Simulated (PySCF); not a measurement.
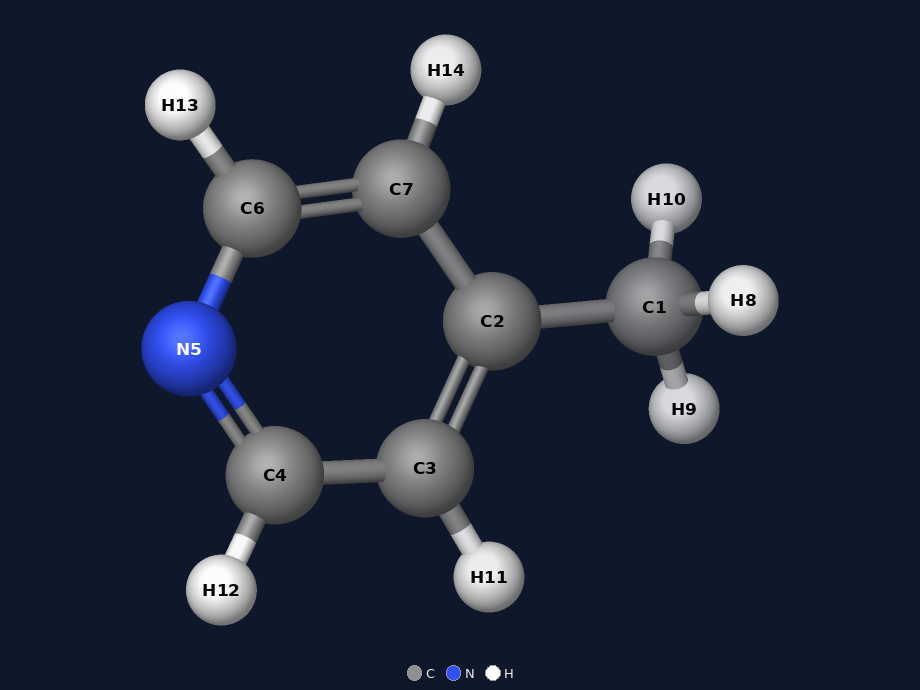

Computed geometry: PBE0-D3(BJ)/def2-SVP optimisation. No frequency run is at hand to confirm it as a minimum. Properties computed with B3LYP/cc-pVTZ indirect spin-spin coupling, non-relativistic, gas phase (PySCF 2.14.0). Isotopes: 13C, 1H, 15N.

Give the spin–spin coupling constants of these pairs, with the number of bonds between them: C3/N5, N5/H12, N5/H13, N5/C7, C2/N5, N5/H14, N5/H11.

```tsv
pair	bonds apart	J (Hz)
C3, N5	2	2.3
N5, H12	2	−12.3
N5, H13	2	−12.3
N5, C7	2	2.3
C2, N5	3	−1.3
N5, H14	3	−1.0
N5, H11	3	−1.0
```
